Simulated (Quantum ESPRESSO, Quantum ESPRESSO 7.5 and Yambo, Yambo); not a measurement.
**SiO2 (Quartz): G0W0 on several meshes in Yambo**

Wanted: mesh dependence and cost of G0W0 for SiO2 (Quartz).

Program: Quantum ESPRESSO 7.5 and Yambo 5.3.0. Level of theory: LDA and many-body steps on it, plane waves. Results are calculated unless marked as measured.

### Step 1. Starting point

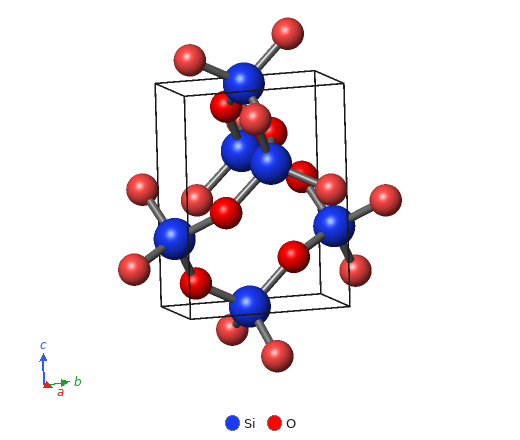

Start, viewed slightly off an axis; silicon blue, oxygen red. Some periodic images of atoms are drawn too.

The cell and positions come from the Crystallography Open Database and are kept as given unless a step says otherwise.

### Step 2. Empty states on the mesh, 3×3×2 mesh, 496 bands

This step: Quantum ESPRESSO 7.5; DFT, LDA, plane waves, norm-conserving pseudopotentials.

The sums over transitions need many empty states on a uniform mesh; this step solves for them.

Contents of pw.in:

```
&control
  calculation = 'nscf'
  prefix = 'x'
  outdir = 'o'
  pseudo_dir = 'pseudo'
/
&system
  ibrav = 0
  nat = 9
  ntyp = 2
  ecutwfc = 72.0
  nbnd = 496
  force_symmorphic = .true.
/
&electrons
  conv_thr = 1e-9
  electron_maxstep = 80
  diago_full_acc = .true.
  diago_thr_init = 5e-6
/
ATOMIC_SPECIES
  Si 28.085 Si.upf
  O 15.999 O.upf
CELL_PARAMETERS angstrom
  4.9158000000 0.0000000000 0.0000000000
  -2.4579000000 4.2572076799 0.0000000000
  0.0000000000 0.0000000000 5.4091000000
ATOMIC_POSITIONS crystal
  Si 0.5303000000 0.0000000000 0.3333333333
  Si 0.0000000000 0.5303000000 0.6666666667
  Si 0.4697000000 0.4697000000 0.0000000000
  O 0.1462000000 0.4142000000 0.8810000000
  O 0.5858000000 0.7320000000 0.2143333333
  O 0.2680000000 0.8538000000 0.5476666667
  O 0.4142000000 0.1462000000 0.1190000000
  O 0.7320000000 0.5858000000 0.7856666667
  O 0.8538000000 0.2680000000 0.4523333333
K_POINTS automatic
  3 3 2 0 0 0
```

Command:

```console
$ OMP_NUM_THREADS=1 mpirun -n 4 pw.x -nk 4 -in pw.in > pw.out
```

The log of the run:

```text
Program PWSCF v.7.5 starts

     This program is part of the open-source Quantum ESPRESSO suite
     for quantum simulation of materials; please cite
         "P. Giannozzi et al., J. Phys.:Condens. Matter 21 395502 (2009);
         "P. Giannozzi et al., J. Phys.:Condens. Matter 29 465901 (2017);
         "P. Giannozzi et al., J. Chem. Phys. 152 154105 (2020);
     in publications or presentations arising from this work. More details at

     Atomic positions and unit cell read from directory:
     o/x.save/

     Message from routine setup:
[...]
k = 0.0000 0.3849 0.0000 (  7882 PWs)   bands (ev):

[...]
[... 50 further rows ...]
   142.4088 142.6423 143.0902 143.1210 143.3135 143.5515 143.6367 143.9156
   144.0855 144.2848 144.4750 144.9349 145.0153 145.2670 145.2988 145.4051

          k = 0.0000 0.3849-0.4544 (  7896 PWs)   bands (ev):

     [... further k-points ...]

     highest occupied, lowest unoccupied level (ev):     2.1721    7.9734

     XML data file, pseudopotentials, collected wavefunctions

=------------------------------------------------------------------------------=
   JOB DONE.
=------------------------------------------------------------------------------=
```

The job ended after 2.7 min (4 MPI ranks of Arm Neoverse V1, shared host; peak memory 1.6 GiB; 11 min of CPU time).

This step gave:

- gap: 5.801 eV
- k of the valence top: 0.3333, 0.3333, 0
- k of the conduction bottom: 0, 0, 0
- least direct gap: 6.125 eV
- k points computed: 8
- lowest point of the top converged band, above the valence top: 142.3008 eV

On this mesh the gap is 5.801 eV.

The density comes from a self-consistent run that is not shown.

### Step 3. Conversion and set-up

This step: Yambo 5.3.0; conversion and set-up on LDA, plane waves, norm-conserving pseudopotentials.

The states are converted to the many-body program's format and the q mesh is built.

Command:

```console
$ (cd o/x.save; p2y > p2y.log; mv SAVE ../..); yambo > setup.log
```

The log of the run:

```text
 Yambo, version 5.3.0

 [02] CORE Variables Setup
 =========================

  [02.01] Unit cells
  ==================

  Cell kind             :  HCP
  Atoms in the cell     :  Si  O
  number of Si atoms    :  3
  number of O  atoms    :   6

  List of atomic masses
  Mass of Si    :  28.08500
  Mass of O     :  15.99900

  List of atomic coordinates    : [cc]
  Si1       :  4.926230  0.000000  3.407239  order 1
  Si2       : -2.463115  4.266240  6.814478  order 2
  Si3       :  2.181643  3.778716  0.000000  order 3
  O1       : -0.565732  3.332221  9.005333  order 4
[...]
==========================================

 IBZ Q-points                                      :   8
 BZ  Q-points                                      :  18

 K/Q-points units:
 rlu = crystal or reduced units; cc = cartesian coordinates; iku = interal k-units

 Q [1]          [rlu]:  0.000000  0.000000  0.000000
 Q [2]          [rlu]:  0.000000  0.000000 -0.500000
 Q [3]          [rlu]:  0.72872E-17  0.33333       0.0000
[...]
Q [7]          [rlu]: -0.333333  0.333333  0.000000
 Q [8]          [rlu]: -0.333333  0.333333 -0.500000

  [03.01] X indexes
  =================

   [03.01.01] Sigma indexes
   ========================

 [06] Game Over & Game summary
```

Wall time 2.8 s (1 MPI rank); peak memory 0.24 GiB.

### Step 4. 3×3×2

Now the one-shot GW correction: screening in the RPA, then the self-energy of the levels asked for.

This step: G0W0 on LDA, plane waves, norm-conserving pseudopotentials.

Contents of gw2.in:

```
HF_and_locXC
gw0
dyson
ppa
em1d
rim_cut
RandQpts= 1000000
RandGvec= 1 RL
EXXRLvcs= 72 Ry
VXCRLvcs= 288 Ry
Chimod= "HARTREE"
% BndsRnXp
 1 | 216 |
%
NGsBlkXp= 10 Ry
% LongDrXp
 1 | 1 | 1 |
%
% GbndRnge
 1 | 216 |
%
DysSolver= "n"
ExtendOut
PPAPntXp= 27.21138 eV
% QPkrange
 5 | 5 | 23 | 26 |
 1 | 1 | 23 | 26 |
%
```

Command:

```console
$ OMP_NUM_THREADS=2 mpirun -n 2 yambo -F gw2.in -J gw2 -C gw2 > gw2.log
```

The log of the run:

```text
 Yambo, version 5.3.0

 [02] CORE Variables Setup
 =========================

  [... cell, symmetries and grids as in the set-up ...]

  [02.05] Energies & Occupations
  ==============================

  [X] === General ===
  [X] Electronic Temperature                        :  0.000000  0.000000 [eV K]
  [X] Bosonic    Temperature                        :  0.000000  0.000000 [eV K]
  [X] Finite Temperature mode                       : no
  [X] El. density                                   :  0.42403E+24 [cm-3]
  [X] Fermi Level                                   :  2.172053 [eV]

  [X] === Gaps and Widths ===
  [X] Conduction Band Min                           :  5.801365 [eV]
  [X] Valence Band Max                              :  0.000000 [eV]
  [X] Filled Bands                                  :  24
  [X] Empty Bands                                   :    25   496
  [X] Direct Gap                                    :  6.125498 [eV]
  [X] Direct Gap localized at k                     :  1
  [X] Indirect Gap                                  :  5.801365 [eV]
  [X] Indirect Gap between kpts                     :   5   1
  [X] Last valence band width                       :  0.596915 [eV]
  [X] 1st conduction band width                     :  3.097078 [eV]

 [03] Transferred momenta grid and indexing
 ==========================================

 IBZ Q-points                                      :   8
 BZ  Q-points                                      :  18

 K/Q-points units:
 rlu = crystal or reduced units; cc = cartesian coordinates; iku = interal k-units

 Q [1]          [rlu]:  0.000000  0.000000  0.000000
 Q [2]          [rlu]:  0.000000  0.000000 -0.500000
 Q [3]          [rlu]:  0.72872E-17  0.33333       0.0000
 Q [4]          [rlu]:  0.72872E-17  0.33333     -0.50000
 Q [5]          [rlu]:  0.333333  0.333333  0.000000
 Q [6]          [rlu]:  0.333333  0.333333 -0.500000
 Q [7]          [rlu]: -0.333333  0.333333  0.000000
 Q [8]          [rlu]: -0.333333  0.333333 -0.500000

 [04] Coloumb potential Random Integration (RIM)
 ===============================================

  [04.01] RIM initialization
  ==========================

  * Diagonal components only detected *

  8 x (sBL volume)        :  0.144317 [a.u.]
  sBZ random points       :  1000000
  Points outside the sBZ  :   7993074
  RL volume               :  0.324712 [a.u.]
  Integrated volume       :  0.324994 [a.u.]

  [04.02] RIM integrals
  =====================

  Gamma point sphere radius             :  0.095146 [a.u.]
  Points outside the sphere             :   799469
  [Int_sBZ(q=0) 1/q^2]*(Vol_sBZ)^(-1/3) =:  7.664728
                                 should be <:  7.795600

  Summary of Coulomb integrals for non-metallic bands |Q|[au] RIM/Bare

  Q [1] 0.100000E-4 0.983212 * Q [7] 0.260336 1.012284
  Q [3] 0.260336 1.012215 * Q [2] 0.307345 1.138708
  Q [8] 0.402785 1.065434 * Q [4] 0.402785 1.065353
  Q [5] 0.450916 1.007191 * Q [6] 0.545698 1.021740

 [WARNING] [Xp] User bands 1-216 break level degeneracy

 [05] Dipoles
 ============

  [05.01] Setup: observables and procedures
  =========================================

  [WARNING] [x,Vnl] slows the Dipoles computation. To neglect it rename the ns.kb_pp file

 [06] Dynamic Dielectric Matrix (PPA)
 ====================================

 [WR./gw2//ndb.pp]---------------------------------------------------------------
  Brillouin Zone Q/K grids (IBZ/BZ)                :   8  18   8  18
  RL vectors                                       :   9395 [WF]
  Coulomb cutoff potential                         : none
  Electronic Temperature                           :  0.000000 [K]
  Bosonic    Temperature                           :  0.000000 [K]
  PPA    diel. fun.  energies                      : Slater exchange(X)+Perdew & Wang(C)
  wavefunctions                                    : Slater exchange(X)+Perdew & Wang(C)
  Global Gauge                                     : length
  X matrix size                                    :   407
  X band range                                     :    1  216
  X e/h energy range                               : -1.000000 -1.000000 [eV]
  X Time ordering                                  : R
  X Hxc Kernel                                     : HARTREE
  X Drude frequency                                :  0.000000  0.000000
  X poles                                          :  100.0000 [o/o]
  RL vectors in the sum                            :   9395
  [r,Vnl] included                                 : yes
  Field direction                                  :  0.577350E-5  0.577350E-5  0.577350E-5
  BZ energy Double Grid                            : no
  BZ energy DbGd points                            : 0
  BZ Q point size factor                           : -1.000000
  X Optical Averaged directions                    : none

 [07] Local Exchange-Correlation + Non-Local Fock
 ================================================

 [VXC] Plane waves :   63145
 [EXS] Plane waves :   7959

 QP @ state[ 1 ] K range:  1  1
 QP @ state[ 1 ] b range:  23  26
 QP @ state[ 2 ] K range:   5   5
 QP @ state[ 2 ] b range:  23  26

 [xc] Functional : Slater exchange(X)+Perdew & Wang(C)
 [xc] LIBXC used to calculate xc functional
  PP Number of Atomic Species                      :  2
  NLCC RL compoments                               :   63145
  PP Number of Atomic Species                      :  2
  NLCC RL compoments                               :   63145

 [xc] E_xc :  -24.88627 [Ha]
      E_xc :  -49.77254 [Ry]

  Local XC kind (lXC) : Slater exchange(X)+Perdew & Wang(C)
  Non-Local XC kind (nlXC) : Hartree-Fock

  Corrections @ K [1] :  [eV]
 <23|nlXC|23> = -25.06674 -0.44094E-17 <23|lXC|23> = -19.28076  0.37763E-15
 <24|nlXC|24> = -25.06523 -0.13045E-16 <24|lXC|24> = -19.28076  0.000000
 <25|nlXC|25> = -6.490484 -0.29917E-18 <25|lXC|25> = -11.30930  0.35403E-16
 <26|nlXC|26> = -5.316477 -0.55043E-18 <26|lXC|26> = -10.83373 -0.37763E-15

  Corrections @ K [5] :  [eV]
 <23|nlXC|23> = -25.37676 -0.35640E-17 <23|lXC|23> = -19.49812  0.47204E-16
 <24|nlXC|24> = -25.61633 -0.12032E-16 <24|lXC|24> = -19.84005  0.000000
 <25|nlXC|25> = -7.118706  0.79572E-18 <25|lXC|25> = -12.56942 -0.23602E-16
 <26|nlXC|26> = -7.117994 -0.11415E-17 <26|lXC|26> = -12.56942 -0.94408E-16

 [08] Dyson equation: Newton solver
 ==================================

  [08.01] G0W0 (W PPA)
  ====================

  [  GW  ] Bands range     :    1  216
  [GW/PPA] G damping       :  0.100000 [eV]

  QP @ state[ 1 ] K range:  1  1
  QP @ state[ 1 ] b range:  23  26
  QP @ state[ 2 ] K range:   5   5
  QP @ state[ 2 ] b range:  23  26

   Sc/G bands                                       :    1  216
   Sc/G damping                                     :  0.100000 ev
   Sc bands terminator                              : no
   Sx RL components                                 :   7959

   QP @ state[ 1 ] K range                          :  1  1
   QP @ state[ 1 ] b range                          :  23  26
   QP @ state[ 2 ] K range                          :   5   5
   QP @ state[ 2 ] b range                          :  23  26
   GF energies kind                                 : Slater exchange(X)+Perdew & Wang(C)
   GF WF`s kind                                     : Slater exchange(X)+Perdew & Wang(C)
   Xs energies kind                                 : Slater exchange(X)+Perdew & Wang(C)
   Xs WF`s kind                                     : Slater exchange(X)+Perdew & Wang(C)

 [11] Game Over & Game summary
```

The job ended after 4.1 min (2 MPI ranks; peak memory 1.2 GiB; 16 min of CPU time).

This step gave:

* G0W0 gap on the points computed: 8.784 eV
* starting gap on the mesh: 5.801 eV
* k of the valence top: 0.3333, 0.3333, 0
* k of the conduction bottom: 0, 0, 0
* least direct G0W0 gap on the computed points: 9.158 eV
* Z at the valence top: 0.8184
* Z at the conduction bottom: 0.8706

The gap on the mesh goes from 5.80 eV to 8.78 eV, a correction of +2.98 eV.

### Step 5. Empty states on the mesh, 3×3×4 mesh, 216 bands

This step: Quantum ESPRESSO 7.5; DFT, LDA, plane waves, norm-conserving pseudopotentials.

Changes to pw.in since step 2:

```diff
@@ -11,3 +11,3 @@
   ecutwfc = 72.0
-  nbnd = 496
+  nbnd = 216
   force_symmorphic = .true.
@@ -38,2 +38,2 @@
 K_POINTS automatic
-  3 3 2 0 0 0
+  3 3 4 0 0 0
```

Command:

```console
$ OMP_NUM_THREADS=1 mpirun -n 4 pw.x -nk 4 -in pw.in > pw.out
```

The log of the run:

```text
[banner, memory and clock lines left out]
Program PWSCF v.7.5 starts

     Atomic positions and unit cell read from directory:
     o/x.save/

     Message from routine setup:
     using ibrav=0 with symmetry is DISCOURAGED, use correct ibrav instead

     G-vector sticks info

     bravais-lattice index     =            0
     lattice parameter (alat)  =       9.2895  a.u.
     unit-cell volume          =     763.9073 (a.u.)^3
     number of atoms/cell      =            9
     number of atomic types    =            2
     number of electrons       =        48.00
[...]
[... 15 further rows ...]
[...]
k = 0.0000 0.0000 0.2272 (  7924 PWs)   bands (ev):

[...]
[... 15 further rows ...]
[...]
k = 0.0000 0.0000-0.4544 (  7912 PWs)   bands (ev):

[...]
[... 15 further rows ...]
    74.2106  74.2106  74.7740  75.5880  75.9968  75.9968  76.6387  76.6387
    77.6462  78.3769  78.3769  79.8244  79.9750  79.9750  80.0016  80.9498

          k = 0.0000 0.3849 0.0000 (  7882 PWs)   bands (ev):

     [... further k-points ...]

     highest occupied, lowest unoccupied level (ev):     2.1721    7.9734

     XML data file, pseudopotentials, collected wavefunctions
```

It took 84 s on 4 MPI ranks; peak memory 0.85 GiB; 5.6 min of CPU time.

This step gave:

```
gap                                                           : 5.801 eV
k of the valence top                                          : 0.3333, 0.3333, 0
k of the conduction bottom                                    : 0, 0, 0
least direct gap                                              : 6.125 eV
k points computed                                             : 14
lowest point of the top converged band, above the valence top : 77.3339 eV
```

On this mesh the gap is 5.801 eV.

[end of part 1 of 2]

[Paths, hosts, dates, memory and timing lines, banners, echoed tables and standing remarks are left out of the program output.]

[Logs are printed without paths, hosts, clocks, repeated set-up lines and the standing remarks that a program may print on its own settings, such as how far it seeks lower states.]

[Runs of the session that timed out or met a known fault of the program may be left out.]

[Hosts, paths, dates, database ids (printed as entryN), source tags and the programs' standing remarks are cut or masked in the printed files.]
